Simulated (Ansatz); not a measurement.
**From HSE06 to G0W0: AlN (F-43m)**

Aim: the quasiparticle gap of AlN (F-43m), starting from HSE06.

Main program and level: Ansatz 0.2.0; HSE06, then G0W0 on it, plane waves, PAW.

## (1) The structure

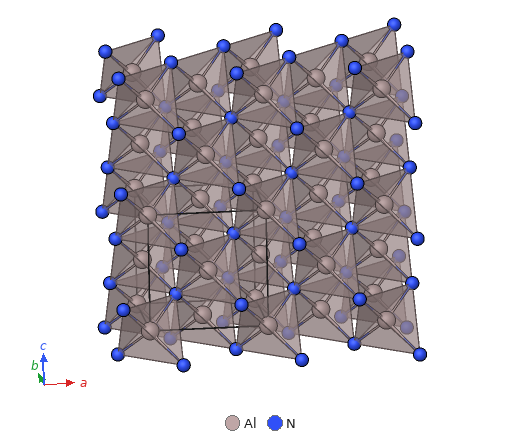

The cell as given, slightly off an axis (aluminium light grey, nitrogen blue). 2×1×2 cells are drawn. This picture shows the conventional cell, with its axes. Some periodic images of atoms are drawn too.

The cell and positions are those that the Materials Project relaxed with its own functionals (PBE, PBE+U or r2SCAN), kept fixed. This is not the form that AlN usually takes at ambient conditions.

The logs state that the PAW files were generated under PBE.

## (2) The starting point: HSE06

HSE06 mixes in a quarter of exact exchange at short range.

This step: DFT, HSE06, plane waves, PAW; PAW set soft_1.

Input file input.yaml:

```yaml
crystal:
  lattice:
    - [0.0, 2.1839935596, 2.1839935596]
    - [2.1839935596, 0.0, 2.1839935596]
    - [2.1839935596, 2.1839935596, 0.0]
  atoms:
    - { symbol: Al, position: [0.0, 0.0, 0.0] }
    - { symbol: "N", position: [0.75, 0.75, 0.75] }
kpoints:
  mp_grid: { grid: [6, 6, 6] }
  band_path:
    path:
      - [0.0, 0.0, 0.0]
      - [-0.5, -0.5, 0.0]
      - [-0.375, -0.375, 0.25]
      - [-0.375, 0.0, 0.375]
      - [0.0, 0.0, 0.5]
      - [-0.5, -0.25, 0.25]
    npoints: 1
hamiltonian:
  xc: hse06
  pseudopotentials: { kind: paw, azcp: { folder: soft_1 } }
scf:
  occupations: { method: fixed }
  n_extra_bands: 4
output:
  eigenvalues: true
  write_density: true
  write_potential: true
  elf: true
  volumetric_format: npy
```

Started as:

```console
ansatz run input.yaml --threads 3 --pin off --max-ram 92160MiB --backend cuda --events-out ev --progress --plain --runs-dir out --devices 1 --max-vram 13GiB
```

Numbers of over 12 decimals in the logs are rounded to 6 here.

Log:

```text
scf.n_extra_bands = 4 over 4 filled bands (N_el = 8.0): the run solves 8 bands
GPUs: using 1 of 1 available (devices: 1).
Engine: ansatz 0.2.0, x86_64-unknown-linux-gnu
Pseudopotentials: kind: paw
Pseudopotential: Al, paw, valence charge 3, recommended cutoff 420 eV (normal), soft_1/Al.paw.azcp
Pseudopotential: N, paw, valence charge 5, recommended cutoff 420 eV (normal), soft_1/N.paw.azcp
Functional definition: HSE06
  parameter a = 0.25
  parameter omega = 0.11/bohr
  exchange = pbe_x - a*pbe_x_sr(omega) + a*exact_x_sr(omega)
  correlation = pbe_c
davidson cushion auto → on  (no smearing: the cushion is to keep the highest requested band from converging to the state above it; pin scf.eigensolver.cushion to override)
device memory: the entry about to start is reckoned to put 0.4 GiB on a device that reports 61.2 GiB free (of which the cap on the GPU budget leaves the run 13.0 GiB)
GPU FFT provider: cuFFT
GPU libraries: cuBLAS 13.8.2, cuFFT 12.4.0, cuSOLVER 12.3.4
Crystal: 2 atoms, lattice volume = 20.835 Å³
Basis set: ecut = 420 eV, 411 PW (Γ)
Bands: 8, of which v1, the nominal top of the filled ones, is band 4 counted from 1 (3 counted from 0)
Symmetry: 24 space group operations
Space group: F-43m (ITA 216), of the structure as read, at distance tolerance 2.8e-5 Å
k-points: 16 of 216 (time reversal used)
Non-local potential: Al, projectors of the file, l = 0: 2, l = 1: 2, l = 2: 1
Non-local potential: N, projectors of the file, l = 0: 2, l = 1: 2, l = 2: 1
PAW form: soft (Blöchl's): semilocal exchange-correlation on the pseudo side does not see the compensation charge
PAW frozen core: Al, regenerated for the run's functional, and the local potential with it (the file was generated under x = pbe(κ = 0.804, μ = 0.219515), c = pbe(β = 0.066725))
PAW frozen core: N, regenerated for the run's functional, and the local potential with it (the file was generated under x = pbe(κ = 0.804, μ = 0.219515), c = pbe(β = 0.066725))
PAW one-centre angular grid: Al, 110 points (default); XC on 64 Gauss nodes
PAW one-centre angular grid: N, 110 points (default); XC on 64 Gauss nodes
Initial density: superposition of atomic densities (chi_scale 0.1, normalization cell, long waves kept (reshape's long-wave potential 0.00 eV rms))
Initial wavefunctions: pseudopotential atomic-orbital guess
GPU buffer pool allocated for 13824 grid points (all kernels)
GPU transforms: local potential and band sums: pruned to the plane-wave sphere, on 24×24×24
Functional: x = pbe(κ = 0.804, μ = 0.219515), c = pbe(β = 0.066725), warm-up for x = pbe(κ = 0.804, μ = 0.219515) + 0.25 (exact − pbe) at short range (hse, ω = 0.207870 Å⁻¹), c = pbe(β = 0.066725); HSE06 as pw.x's `hse` composes it (authors' and Libxc's form: `xc: wpbeh`)
SCF iter   1: F=—  HF=-925.657189 eV  |F-HF|=—  |Δ(HF+E_count)|=         —  Δρ=1.40e-1  dr2=4.95e0  ethr=1.00e-1  ⟨swp⟩=4.4  Hψ=502  notcnv=0
preconditioner: auto → none  [insulator: Δε(μ)=5.462 eV  Ē_g=16.583 eV  n_scr=0 (ndim 8)  ℏωp=23.0 eV  f_vac=0.000]
SCF iter   2: F=—  HF=-924.412937 eV  |F-HF|=—  |Δ(HF+E_count)|=    1.24e0  Δρ=7.69e-2  dr2=7.33e-1  ethr=6.19e-2  ⟨swp⟩=3.0  Hψ=356  notcnv=0
iter 3 solved again at ethr=7.27e-4 eV; its pass at ethr=9.17e-3 eV (dr2=5.81e-2 eV) is discarded
SCF iter   3: F=—  HF=-924.208624 eV  |F-HF|=—  |Δ(HF+E_count)|=   2.04e-1  Δρ=2.40e-2  dr2=5.82e-2  ethr=7.27e-4  ⟨swp⟩=2.1  Hψ=649  notcnv=0
SCF iter   4: F=-924.201472 eV  HF=-924.202059 eV  |F-HF|=5.88e-4  |Δ(HF+E_count)|=   6.56e-3  Δρ=2.77e-3  dr2=7.65e-4  ethr=7.27e-4  ⟨swp⟩=2.0  Hψ=320  notcnv=0
SCF 1 stopped early in 4 iterations: F = -924.201472 eV  dr2 = 7.65e-4
  greatest PAW one-centre occupation: 0.790 electrons in one spin orbital (limit 2), on the N atom at site 1 (counted from 0), in its partial waves of l = 0
device memory: the entry about to start is reckoned to put 0.8 GiB on a device that reports 64.2 GiB free (of which the cap on the GPU budget leaves the run 13.0 GiB)
GPU FFT provider: cuFFT
GPU libraries: cuBLAS 13.8.2, cuFFT 12.4.0, cuSOLVER 12.3.4
Initial density: handed on by an earlier stage of this run
Initial wavefunctions: those handed on with the density
GPU buffer pool allocated for 13824 grid points (all kernels)
GPU transforms: local potential and band sums: pruned to the plane-wave sphere, on 24×24×24
Functional: x = pbe(κ = 0.804, μ = 0.219515) + 0.25 (exact − pbe) at short range (hse, ω = 0.207870 Å⁻¹), c = pbe(β = 0.066725); HSE06 as pw.x's `hse` composes it (authors' and Libxc's form: `xc: wpbeh`)
Exchange kernel: α = 0.2500, screened, ω = 0.2079 Å⁻¹, Wigner–Seitz truncation, v(0) = 1040.8076 eV·Å³, q-mesh 6×6×6, nearest image of the exchange supercell L = 18.53 Å, pair-density grid 12×12×12, without the augmentation charges, whose exchange is taken in its separable form by FFT convolution over the k-point mesh (sized by the pseudopotential files, 18×18×18 at the most), smooth part of the exact exchange by density-matrix convolution in up to 1.01 GiB of GPU memory as planned if the GPU has room (build and FFT work areas not counted)
Frozen-core exchange: fock
SCF iter   1: F=—  HF=-924.665668 eV  |F-HF|=—  |Δ(HF+E_count)|=         —  Δρ=4.37e-3  dr2=3.75e-3  ethr=9.56e-5  ⟨swp⟩=4.6  Hψ=542  notcnv=0
preconditioner: auto → none  [insulator: Δε(μ)=4.550 eV  Ē_g=17.563 eV  n_scr=0 (ndim 8)  ℏωp=23.0 eV  f_vac=0.000]
SCF iter   2: F=—  HF=-924.664387 eV  |F-HF|=—  |Δ(HF+E_count)|=   1.28e-3  Δρ=8.21e-4  dr2=3.39e-4  ethr=4.26e-5  ⟨swp⟩=2.0  Hψ=320  notcnv=0
SCF iter   3: F=—  HF=-924.666792 eV  |F-HF|=—  |Δ(HF+E_count)|=   2.41e-3  Δρ=1.06e-3  dr2=1.05e-4  ethr=1.37e-6  ⟨swp⟩=4.0  Hψ=517  notcnv=0
SCF iter   4: F=—  HF=-924.666761 eV  |F-HF|=—  |Δ(HF+E_count)|=   3.14e-5  Δρ=5.94e-5  dr2=2.97e-6  ethr=1.25e-6  ⟨swp⟩=2.0  Hψ=320  notcnv=0
SCF iter   5: F=-924.666786 eV  HF=-924.666787 eV  |F-HF|=2.62e-7  |Δ(HF+E_count)|=   2.56e-5  Δρ=7.66e-5  dr2=6.17e-7  ethr=9.47e-9  ⟨swp⟩=4.0  Hψ=499  notcnv=0
SCF 2 stopped early in 5 iterations: F = -924.666786 eV  dr2 = 6.17e-7
hybrid outer 1: dexx = +2.841e-3 eV, tail = 4.67e-6 eV
GPU FFT provider: cuFFT
GPU libraries: cuBLAS 13.8.2, cuFFT 12.4.0, cuSOLVER 12.3.4
GPU buffer pool allocated for 13824 grid points (all kernels)
GPU transforms: local potential and band sums: pruned to the plane-wave sphere, on 24×24×24
Exchange kernel: α = 0.2500, screened, ω = 0.2079 Å⁻¹, Wigner–Seitz truncation, v(0) = 1040.8076 eV·Å³, q-mesh 6×6×6, nearest image of the exchange supercell L = 18.53 Å, pair-density grid 12×12×12, without the augmentation charges, whose exchange is taken in its separable form by FFT convolution over the k-point mesh (sized by the pseudopotential files, 18×18×18 at the most), smooth part of the exact exchange by density-matrix convolution in up to 1.01 GiB of GPU memory as planned if the GPU has room (build and FFT work areas not counted)
Frozen-core exchange: fock
SCF iter   1: F=—  HF=-924.666771 eV  |F-HF|=—  |Δ(HF+E_count)|=         —  Δρ=1.50e-5  dr2=1.52e-8  ethr=2.92e-7  ⟨swp⟩=2.4  Hψ=330  notcnv=0
preconditioner: auto → none  [insulator: Δε(μ)=4.554 eV  Ē_g=17.555 eV  n_scr=0 (ndim 8)  ℏωp=23.0 eV  f_vac=0.000]
SCF iter   2: F=-924.666771 eV  HF=-924.666771 eV  |F-HF|=5.58e-9  |Δ(HF+E_count)|=   3.46e-8  Δρ=6.74e-6  dr2=6.10e-9  ethr=1.47e-10  ⟨swp⟩=4.2  Hψ=513  notcnv=0
SCF 3 converged in 2 iterations: F = -924.666771 eV  dr2 = 6.10e-9
hybrid outer 2: dexx = +3.262e-8 eV, tail = 1.56e-8 eV, Δε = 8.31e-4 eV (about 5.83e-5 eV left of the loop's levels)
device memory: the entry about to start is reckoned to put 0.3 GiB on a device that reports 56.2 GiB free (of which the cap on the GPU budget leaves the run 13.0 GiB)
NSCF: frozen V_eff on 6 k-points
hybrid SCF converged: 2 outer / 7 inner (+4 warm-up), last move |dexx| = 3.26e-8 eV, tail = 1.56e-8 eV
Stability not checked: this state was not tested for a lower state beside it, because the functional holds exact exchange (a hybrid, or Hartree-Fock), whose exchange loop this test does not read (fock_operator; see scf.lower_state_search)
Free energy (F): -924.666771 eV
Frozen-core exchange: fock
Harris-Foulkes:  -924.666771 eV  (|F-HF|=5.58e-9)
Internal energy: -924.666771 eV  (E = F + TS)
E sigma→0 (E₀):  -924.666771 eV
Fermi energy:    6.031893 eV
--- Per-component energies (eV) ---
  E_band       = 4.074362
  E_kinetic    = 157.203274
  E_local      = -208.886367  (includes V_loc(G=0)·N_el)
  E_nonlocal   = 43.623741
  E_hartree    = 77.430722
  E_xc         = -80.425149
  E_vxc        = -86.174879  (∫ρ·V_xc dr)
  E_exx        = -17.925425  (= α·E_x^exact, valence–valence)
  E_paw        = -599.017846  (= ΣΔE_a)
  E_vpaw       = -20.702867  (= ΣTr[D̂ρ^β])
  E_aug_tail   = 0.000829  (compensation charges beyond the density's cutoff)
  E_ewald      = -296.603555
  E_core_change = -0.066995  (= ΣΔE_core)
  E_smearing   = -0.000000  (= −TS)
  E_closure    = -0.000000  (closes the sum)
  Σ components = -924.666771   (vs F -924.666771, Δ=0.00e0)
--- Band table (eV; the first three rows and the last of 16) ---
  k-point 0: bands = ["-10.3954", "6.0319", "6.0319", "6.0319", "11.5933", "20.3272", "20.3272", "20.3272"]
  k-point 1: bands = ["-9.9725", "4.0751", "5.8887", "5.8887", "13.0835", "19.4112", "20.5046", "20.5046"]
  k-point 2: bands = ["-8.9285", "1.1370", "5.6278", "5.6278", "14.5674", "18.1882", "19.4037", "19.4037"]
  k-point 15: bands = ["-7.5151", "1.3791", "3.0320", "3.3832", "12.6064", "17.9466", "20.8371", "21.0817"]
```

Wall time 16 s (1 × NVIDIA H100 80GB HBM3 (shared by 6 runs) with 3 threads of AMD EPYC 7R13 (Zen 3), shared host); peak memory 1 GiB.

The column dr2 measures how far the density is from self-consistency, as an energy; F and HF (Harris–Foulkes) agree once it is small.

Numbers from this step:

- gap: 4.554 eV
- valence top at: Γ
- conduction bottom at: X
- least direct gap: 5.561 eV
- exact-exchange fraction: 0.25

Over mesh and listed points the gap is 4.554 eV, from k = Γ to k = (-0.500, -0.500, 0.000). The least direct gap found is 5.561 eV, at k = Γ.

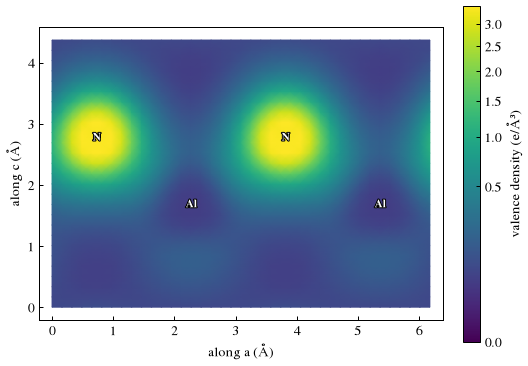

Valence density in the ac plane of a cell with a along [110], b along [-110] and c along [001] of the cube at fractional y = 0.000, with atoms of Al and N within 0.2 Å of it. It is the smooth field of the valence electrons, not physical close to the nuclei. The map starts off the cell's origin, so that atoms lie inside it. The colour scale is stretched toward low values.

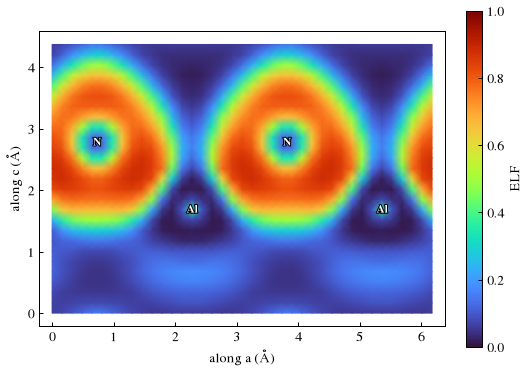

ELF in the ac plane of a cell with a along [110], b along [-110] and c along [001] of the cube at fractional y = 0.000, with atoms of Al and N within 0.2 Å of it. It is the smooth field of the valence electrons, not physical close to the nuclei. The map starts off the cell's origin, so that atoms lie inside it.

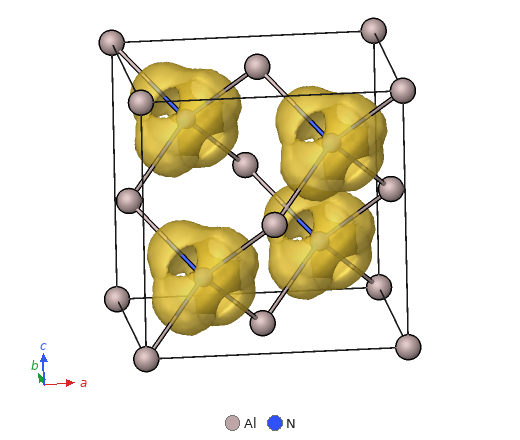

Surface of ELF = 0.8. Bonds to atoms that aren't drawn are left out.

(Continued in part 2 of 2.)

[Paths, hosts, dates, memory and timing lines, banners, echoed tables and standing remarks are left out of the program output.]

[Logs are printed without paths, hosts, clocks, repeated set-up lines and the standing remarks that a program may print on its own settings, such as how far it seeks lower states.]

[Runs of the session that timed out or met a known fault of the program may be left out.]

[Cells called generated may have been cut or substituted from an entry of the Crystallography Open Database or the Materials Project.]

[Hosts, paths, dates, database ids (printed as entryN), source tags and the programs' standing remarks are cut or masked in the printed files.]

[Where an RPA ε∞ is given, it is that of the G0W0 mesh and is not shown converged in it. Names of k-points follow the symmetry that the program found, which can be lower than the space group named. Band edges on a path are those of the sampled points; other points can move an edge, and change direct to indirect where valleys lie close.]

[Hybrid gaps are those of their k-mesh and are not shown converged in it.]
